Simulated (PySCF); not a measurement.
## Geometry relaxation of C$_{3}$H$_{9}$AlO (part 1 of 2)

The run: geometry relaxation of C$_{3}$H$_{9}$AlO, SMILES C[CH2][AlH][O]C. Method and program: PBE0-D3(BJ)/def2-SVP geometry optimisation, gas phase (PySCF 2.14.0).

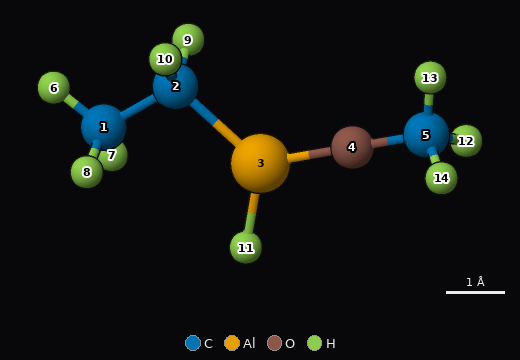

The input geometry (ball-and-stick view, seen at a tilt; atoms are numbered from 1 in the order of the input). Sticks mark near contacts. Bond lengths as drawn: Al–C 1.99 Å, Al–H 1.55 Å, Al–O 1.70 Å, C–C 1.51 Å, C–H 1.07 to 1.12 Å and C–O 1.36 Å.

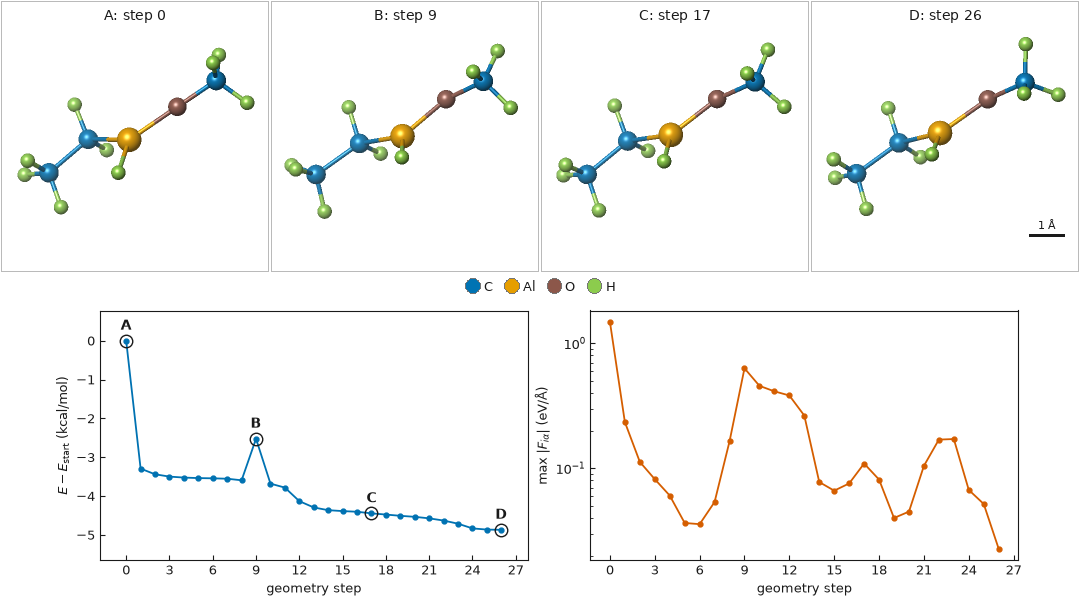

Frames of the relaxation (ball-and-stick view, seen at a tilt) above the curves, on which the letters mark them (steps are counted from 0).

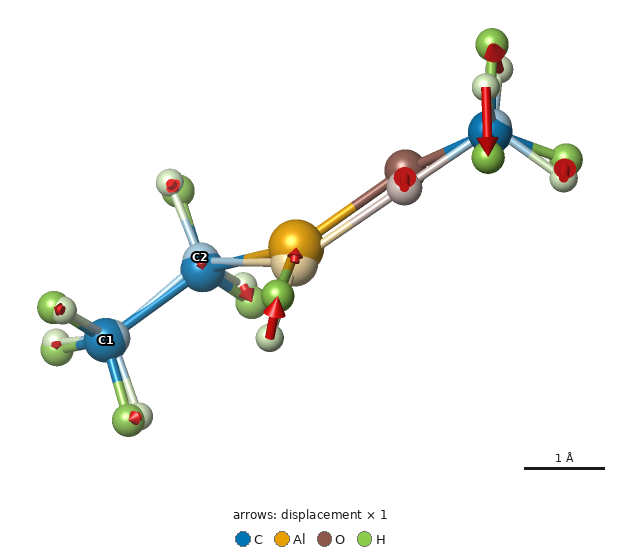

Start (faint) and end (solid) with the displacements as red arrows, at true length (ball-and-stick view, seen at a tilt). The two geometries are laid on each other by the best rigid fit. Over 26 geometry steps the energy falls by 4.87 kcal/mol. Largest force component: 1.5 eV/Å at the start, 0.023 eV/Å at the end. The atom that moves furthest after the best rigid fit is H14 (0.89 Å). By element the largest moves are H 0.89 Å, O 0.59 Å, Al 0.20 Å, C 0.11 Å. Among the contacts that change: Al3–H11 1.548 → 1.594 Å, C2–Al3 1.993 → 1.955 Å, C1–H7 1.074 → 1.102 Å, C2–H9 1.082 → 1.106 Å. Among the angles that change: Al3–O4–C5 179.7° → 138.3°, C2–Al3–O4 126.5° → 117.3°, C1–C2–Al3 107.8° → 116.2°. (Atoms are counted from 1 in the order of the input.)

The input that produced these results follows, with the program's output.

### Input file
```
{"job": {"xc": "PBE0", "basis": "def2-SVP", "d3": "d3bj", "grid": 1, "shake": 0.01, "kind": "geom"}, "charge": 0, "multiplicity": 1}
C     -2.629420     0.049710    -0.157460
C     -1.279350    -0.156680    -0.802580
Al     0.110600     0.095540     0.603020
O      1.794310     0.020050     0.383990
C      3.146250    -0.047410     0.210860
H     -3.461460    -0.086760    -0.877200
H     -2.786570    -0.599490     0.683250
H     -2.717230     1.099160     0.210770
H     -1.245490    -1.152320    -1.223630
H     -1.153750     0.529970    -1.640860
H     -0.305090     0.389170     2.065350
H      3.556460    -0.909910     0.752630
H      3.367830    -0.110900    -0.849000
H      3.595760     0.864790     0.633110
```

The first line tells a small driver script what to run in PySCF; the rest is the geometry in Å.

Run as:
```bash
OMP_NUM_THREADS=1 python <driver script> task.json out
```

### The program's output
```
step   0  E = -436.85504914  max force = 0.028896
step   1  E = -436.86029541  max force = 0.004554
step   2  E = -436.86052840  max force = 0.002187
step   3  E = -436.86062352  max force = 0.001591
step   4  E = -436.86066313  max force = 0.001176
step   5  E = -436.86068435  max force = 0.000709
step   6  E = -436.86069385  max force = 0.000694
step   7  E = -436.86071068  max force = 0.001044
step   8  E = -436.86077461  max force = 0.003194
step   9  E = -436.85906978  max force = 0.012273
step  10  E = -436.86091202  max force = 0.008883
step  11  E = -436.86107508  max force = 0.008027
step  12  E = -436.86163047  max force = 0.007438
step  13  E = -436.86188942  max force = 0.005140
step  14  E = -436.86200082  max force = 0.001509
step  15  E = -436.86203856  max force = 0.001287
step  16  E = -436.86206597  max force = 0.001470
step  17  E = -436.86213199  max force = 0.002122
step  18  E = -436.86218079  max force = 0.001580
step  19  E = -436.86223223  max force = 0.000779
step  20  E = -436.86227389  max force = 0.000875
step  21  E = -436.86233675  max force = 0.002035
step  22  E = -436.86242661  max force = 0.003297
step  23  E = -436.86255586  max force = 0.003332
step  24  E = -436.86274874  max force = 0.001305
step  25  E = -436.86279722  max force = 0.001008
step  26  E = -436.86280758  max force = 0.000441
optimisation converged
```

### Trajectory as extended XYZ (Å, eV, eV/Å), 27 frames, from step=0 to step=26
```
14
Properties=species:S:1:pos:R:3:forces:R:3 step=0 energy=-11887.43138
C    -2.6294    0.0497   -0.1575   -0.4430   1.3941  -0.6914
C    -1.2793   -0.1567   -0.8026    0.4969   0.2542   0.7532
Al    0.1106    0.0955    0.6030    0.7267  -0.1842  -0.8050
O     1.7943    0.0200    0.3840   -1.4859  -0.0940   0.0974
C     3.1463   -0.0474    0.2109   -0.4399   0.3703   0.5549
H    -3.4615   -0.0868   -0.8772    0.0727  -0.0859   0.1933
H    -2.7866   -0.5995    0.6833   -0.2603  -0.5968   0.7674
H    -2.7172    1.0992    0.2108   -0.1138  -0.4107   0.0185
H    -1.2455   -1.1523   -1.2236    0.2778  -0.7402  -0.3582
H    -1.1538    0.5300   -1.6409    0.1873   0.2590  -0.3301
H    -0.3051    0.3892    2.0654   -0.2822   0.1143   0.5421
H     3.5565   -0.9099    0.7526    0.2896  -0.1989  -0.0599
H     3.3678   -0.1109   -0.8490    0.5600  -0.1219  -0.5962
H     3.5958    0.8648    0.6331    0.4141   0.0408  -0.0861
14
Properties=species:S:1:pos:R:3:forces:R:3 step=1 energy=-11887.57414
C    -2.6559    0.0603   -0.1815    0.0134   0.1143   0.0117
C    -1.2308   -0.1302   -0.7053   -0.1045  -0.0587   0.1683
Al    0.1111    0.1194    0.7115    0.0382  -0.0264  -0.1965
O     1.7498    0.0144    0.3637    0.1062  -0.0381  -0.0372
C     3.1074   -0.0550    0.1394   -0.2342   0.0705   0.1042
H    -3.4134   -0.1149   -0.9606   -0.0731  -0.0815  -0.0078
H    -2.8778   -0.6114    0.6657   -0.0456   0.0118  -0.0672
H    -2.8205    1.0879    0.1832    0.0039  -0.0073   0.0430
H    -1.1267   -1.1478   -1.1301    0.0972   0.0798  -0.0053
H    -1.0401    0.5610   -1.5458    0.0844  -0.0359  -0.0009
H    -0.3154    0.4171    2.2118   -0.0063   0.0063   0.0353
H     3.5505   -0.9314    0.6468    0.0282  -0.0154  -0.0589
H     3.3360   -0.1261   -0.9404    0.0309  -0.0329   0.0327
H     3.6186    0.8414    0.5340    0.0611   0.0136  -0.0214
14
Properties=species:S:1:pos:R:3:forces:R:3 step=2 energy=-11887.58048
C    -2.6699    0.0649   -0.1809    0.0393   0.0442  -0.0675
C    -1.2402   -0.1297   -0.6994   -0.1125   0.0016   0.1111
Al    0.1169    0.1160    0.6952    0.0136   0.0128   0.0012
O     1.7573    0.0122    0.3571    0.0535  -0.0158  -0.0432
C     3.1145   -0.0536    0.1448   -0.0979   0.0218   0.0285
H    -3.4290   -0.1162   -0.9603    0.0051  -0.0219   0.0054
H    -2.9007   -0.6088    0.6604   -0.0041  -0.0142  -0.0107
H    -2.8363    1.0906    0.1888    0.0197  -0.0149   0.0063
H    -1.1225   -1.1430   -1.1264    0.0224   0.0028  -0.0130
H    -1.0361    0.5572   -1.5400    0.0286   0.0000  -0.0150
H    -0.3035    0.4149    2.1997    0.0039   0.0032   0.0159
H     3.5585   -0.9319    0.6479    0.0098  -0.0127  -0.0084
H     3.3527   -0.1294   -0.9319    0.0223  -0.0095  -0.0096
H     3.6313    0.8416    0.5375   -0.0035   0.0025  -0.0011
14
Properties=species:S:1:pos:R:3:forces:R:3 step=3 energy=-11887.58306
C    -2.6709    0.0668   -0.1938    0.0058  -0.0201  -0.0818
C    -1.2302   -0.1255   -0.6756   -0.0749   0.0297   0.0669
Al    0.1141    0.1220    0.7270    0.0061   0.0116   0.0191
O     1.7481    0.0111    0.3625    0.0118  -0.0051  -0.0153
C     3.0997   -0.0571    0.1324    0.0223  -0.0010   0.0084
H    -3.4111   -0.1201   -0.9906    0.0188   0.0213   0.0098
H    -2.9223   -0.6113    0.6375    0.0076  -0.0162   0.0186
H    -2.8473    1.0901    0.1765    0.0049  -0.0037  -0.0077
H    -1.0929   -1.1360   -1.1022   -0.0086  -0.0297  -0.0035
H    -1.0019    0.5590   -1.5126    0.0029   0.0154  -0.0051
H    -0.2968    0.4225    2.2359    0.0198  -0.0010  -0.0121
H     3.5507   -0.9381    0.6251    0.0004  -0.0029   0.0161
H     3.3273   -0.1352   -0.9467   -0.0049   0.0071  -0.0193
H     3.6263    0.8364    0.5170   -0.0120  -0.0054   0.0056
14
Properties=species:S:1:pos:R:3:forces:R:3 step=4 energy=-11887.58414
C    -2.6771    0.0682   -0.2006   -0.0141  -0.0330  -0.0174
C    -1.2328   -0.1231   -0.6635    0.0095   0.0115   0.0091
Al    0.1172    0.1234    0.7354   -0.0066   0.0069   0.0201
O     1.7491    0.0083    0.3611   -0.0389  -0.0092  -0.0193
C     3.0996   -0.0601    0.1291    0.0605  -0.0073  -0.0058
H    -3.4072   -0.1172   -1.0064    0.0102   0.0229  -0.0030
H    -2.9380   -0.6132    0.6257    0.0046   0.0004   0.0098
H    -2.8567    1.0903    0.1702   -0.0079   0.0055  -0.0021
H    -1.0908   -1.1335   -1.0903   -0.0076  -0.0154   0.0012
H    -0.9949    0.5609   -1.4991   -0.0041   0.0068  -0.0008
H    -0.2798    0.4263    2.2471    0.0135   0.0011  -0.0063
H     3.5520   -0.9413    0.6210   -0.0060   0.0057   0.0114
H     3.3264   -0.1378   -0.9508   -0.0105   0.0084  -0.0014
H     3.6258    0.8335    0.5135   -0.0025  -0.0043   0.0046
14
Properties=species:S:1:pos:R:3:forces:R:3 step=5 energy=-11887.58472
C    -2.6819    0.0694   -0.2063   -0.0147  -0.0161   0.0181
C    -1.2333   -0.1212   -0.6529    0.0319  -0.0035  -0.0133
Al    0.1192    0.1245    0.7447   -0.0071   0.0026   0.0078
O     1.7484    0.0046    0.3585   -0.0294  -0.0092  -0.0258
C     3.0991   -0.0637    0.1253    0.0365  -0.0040   0.0021
H    -3.4016   -0.1111   -1.0220   -0.0002   0.0096  -0.0065
H    -2.9525   -0.6144    0.6153    0.0019   0.0059  -0.0041
H    -2.8658    1.0906    0.1651   -0.0038   0.0039   0.0012
H    -1.0887   -1.1321   -1.0795   -0.0025   0.0029   0.0052
H    -0.9880    0.5627   -1.4870   -0.0049  -0.0018   0.0023
H    -0.2630    0.4305    2.2587    0.0036   0.0027   0.0015
H     3.5516   -0.9447    0.6177   -0.0046   0.0047   0.0010
H     3.3241   -0.1402   -0.9552   -0.0060   0.0032   0.0080
H     3.6254    0.8296    0.5101   -0.0005  -0.0009   0.0025
14
Properties=species:S:1:pos:R:3:forces:R:3 step=6 energy=-11887.58498
C    -2.6847    0.0710   -0.2079   -0.0055   0.0028   0.0195
C    -1.2343   -0.1204   -0.6490    0.0198  -0.0075  -0.0160
Al    0.1204    0.1243    0.7463   -0.0006   0.0035   0.0119
O     1.7478    0.0009    0.3532   -0.0123  -0.0114  -0.0357
C     3.0999   -0.0667    0.1241    0.0063   0.0054   0.0176
H    -3.4003   -0.1045   -1.0281   -0.0028   0.0000  -0.0029
H    -2.9600   -0.6143    0.6108   -0.0008   0.0022  -0.0069
H    -2.8691    1.0917    0.1652    0.0008   0.0003   0.0028
H    -1.0900   -1.1316   -1.0752    0.0010   0.0066   0.0037
H    -0.9867    0.5633   -1.4826   -0.0031  -0.0039   0.0008
H    -0.2523    0.4334    2.2619   -0.0032   0.0027   0.0031
H     3.5508   -0.9473    0.6183   -0.0006   0.0001  -0.0031
H     3.3274   -0.1421   -0.9558   -0.0009  -0.0005   0.0047
H     3.6240    0.8269    0.5112    0.0021  -0.0003   0.0004
14
Properties=species:S:1:pos:R:3:forces:R:3 step=7 energy=-11887.58544
C    -2.6891    0.0754   -0.2082    0.0128   0.0300   0.0124
C    -1.2373   -0.1192   -0.6452   -0.0072  -0.0103  -0.0150
Al    0.1227    0.1237    0.7442    0.0126   0.0067   0.0247
O     1.7464   -0.0077    0.3379    0.0164  -0.0138  -0.0537
C     3.1021   -0.0731    0.1237   -0.0405   0.0172   0.0412
H    -3.4010   -0.0896   -1.0338   -0.0060  -0.0132   0.0034
H    -2.9706   -0.6135    0.6049   -0.0051  -0.0052  -0.0068
H    -2.8713    1.0948    0.1701    0.0066  -0.0050   0.0051
H    -1.0956   -1.1308   -1.0711    0.0054   0.0076   0.0000
H    -0.9879    0.5638   -1.4789    0.0006  -0.0048  -0.0022
H    -0.2334    0.4398    2.2624   -0.0134   0.0021   0.0026
H     3.5480   -0.9531    0.6227    0.0059  -0.0064  -0.0072
H     3.3396   -0.1468   -0.9537    0.0074  -0.0050  -0.0026
H     3.6204    0.8210    0.5174    0.0045   0.0001  -0.0018
14
Properties=species:S:1:pos:R:3:forces:R:3 step=8 energy=-11887.58718
C    -2.7029    0.0934   -0.2047    0.0693   0.1038  -0.0084
C    -1.2501   -0.1144   -0.6380   -0.0845  -0.0170  -0.0118
Al    0.1323    0.1215    0.7272    0.0418   0.0164   0.0682
O     1.7412   -0.0414    0.2722    0.0942  -0.0229  -0.1111
C     3.1094   -0.0974    0.1254   -0.1642   0.0463   0.1058
H    -3.4079   -0.0332   -1.0428   -0.0158  -0.0499   0.0195
H    -3.0015   -0.6094    0.5890   -0.0175  -0.0245  -0.0045
H    -2.8723    1.1072    0.1957    0.0207  -0.0199   0.0103
H    -1.1203   -1.1279   -1.0628    0.0169   0.0100  -0.0113
H    -0.9976    0.5653   -1.4733    0.0109  -0.0064  -0.0094
H    -0.1664    0.4635    2.2524   -0.0420   0.0013   0.0012
H     3.5335   -0.9757    0.6445    0.0263  -0.0248  -0.0172
H     3.3940   -0.1651   -0.9395    0.0304  -0.0146  -0.0220
H     3.6015    0.7984    0.5473    0.0136   0.0023  -0.0095
14
Properties=species:S:1:pos:R:3:forces:R:3 step=9 energy=-11887.54078
C    -2.7297    0.2230   -0.1571    0.4595   0.5744  -0.0630
C    -1.2861   -0.0766   -0.6018   -0.5965  -0.0269   0.0395
Al    0.2568    0.0936    0.5663   -0.3811   0.1129   0.2318
O     1.6984   -0.2842   -0.2268    0.6129  -0.0339  -0.1469
C     3.0437   -0.2527    0.1489   -0.6311  -0.0484   0.2244
H    -3.3858    0.3584   -1.0323   -0.1266  -0.2790   0.0693
H    -3.1327   -0.5565    0.4996   -0.1150  -0.1281  -0.0057
H    -2.8073    1.1773    0.3978    0.0798  -0.1239   0.0297
H    -1.2478   -1.0982   -1.0229    0.1012   0.0199  -0.0814
H    -1.0293    0.5807   -1.4534    0.0670  -0.0198  -0.0535
H     0.3788    0.5764    2.0806   -0.1053   0.0112   0.0016
H     3.2727   -1.1076    0.8038    0.2478  -0.1800  -0.0463
H     3.6735   -0.3003   -0.7470    0.2471   0.0332  -0.0574
H     3.2878    0.6513    0.7366    0.1404   0.0882  -0.1422
14
Properties=species:S:1:pos:R:3:forces:R:3 step=10 energy=-11887.59091
C    -2.7301    0.1555   -0.1840    0.2459   0.3221  -0.0546
C    -1.2811   -0.0976   -0.6234   -0.3205  -0.0282   0.0056
Al    0.1782    0.1106    0.6533   -0.0287   0.0542   0.1877
O     1.7227   -0.1565    0.0377    0.3576  -0.0509  -0.2100
C     3.1057   -0.1749    0.1368   -0.4568   0.0715   0.2237
H    -3.4183    0.1522   -1.0453   -0.0561  -0.1580   0.0546
H    -3.0766   -0.5871    0.5480   -0.0600  -0.0774   0.0001
H    -2.8533    1.1459    0.2896    0.0536  -0.0664   0.0207
H    -1.1954   -1.1161   -1.0461    0.0523   0.0149  -0.0469
H    -1.0263    0.5713   -1.4665    0.0393  -0.0109  -0.0313
H     0.0711    0.5282    2.1867   -0.0980   0.0092   0.0040
H     3.4465   -1.0451    0.7227    0.1045  -0.0869  -0.0399
H     3.5576   -0.2276   -0.8651    0.1158  -0.0160  -0.0594
H     3.4924    0.7260    0.6480    0.0511   0.0228  -0.0542
14
Properties=species:S:1:pos:R:3:forces:R:3 step=11 energy=-11887.59535
C    -2.7268    0.1489   -0.1815    0.2039   0.2527  -0.0516
C    -1.2831   -0.1008   -0.6371   -0.2565  -0.0189   0.0121
Al    0.1686    0.1106    0.6508    0.0653   0.0380   0.1516
O     1.7304   -0.1418    0.0674    0.2767  -0.0473  -0.1701
C     3.1142   -0.1649    0.1422   -0.4128   0.0814   0.1631
H    -3.4303    0.1240   -1.0300   -0.0404  -0.1265   0.0468
H    -3.0578   -0.5872    0.5650   -0.0469  -0.0633   0.0034
H    -2.8494    1.1436    0.2822    0.0456  -0.0523   0.0149
H    -1.1955   -1.1185   -1.0610    0.0390   0.0090  -0.0398
H    -1.0351    0.5696   -1.4811    0.0339  -0.0067  -0.0258
H     0.0239    0.5185    2.1838   -0.0888   0.0069   0.0008
H     3.4688   -1.0372    0.7179    0.0615  -0.0621  -0.0251
H     3.5504   -0.2173   -0.8677    0.0895  -0.0214  -0.0549
H     3.5146    0.7369    0.6414    0.0301   0.0103  -0.0254
```
